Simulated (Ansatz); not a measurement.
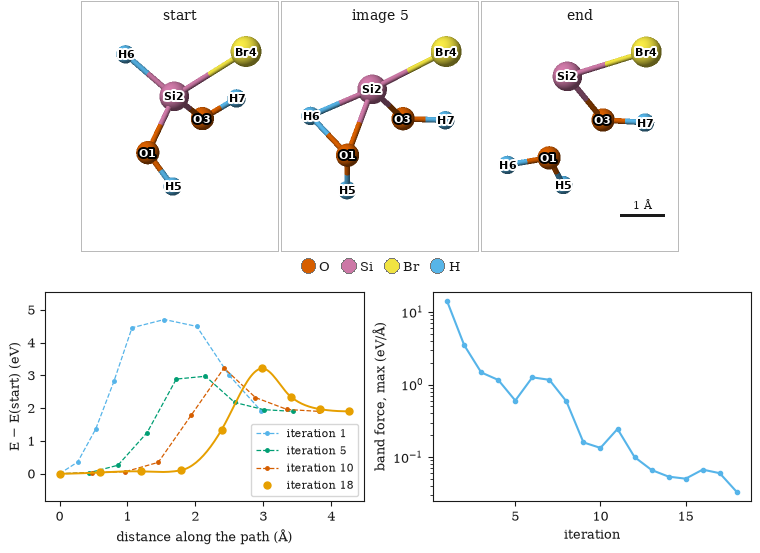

A search for the minimum-energy path of SiH3O2Br by the nudged elastic band. Images are numbered from 0 (start) to 8 (end). The plot follows the band through its iterations. The picture is a ball-and-stick view, seen from a free direction.

All numbers below come from RKS PBE0/def2-SVP (Ansatz). Set-up: 7 movable images; climbing image; force threshold 0.05 eV/Å; iteration limit 60; starting path through a guess of the saddle point.

### Judge this run.

The result is final at these settings. The band converged in 18 iterations. The largest component of the band force went from 14 to 0.033 eV/Å. The climbing image converged on the top of the path. Its vibrational analysis gives one imaginary mode (1482i cm⁻¹), as a transition state must have. The first iteration put the highest image at 4.71 eV. Forward barrier 3.21 eV, backward barrier 1.31 eV, with image 5 at the top; the reaction energy is +1.90 eV.
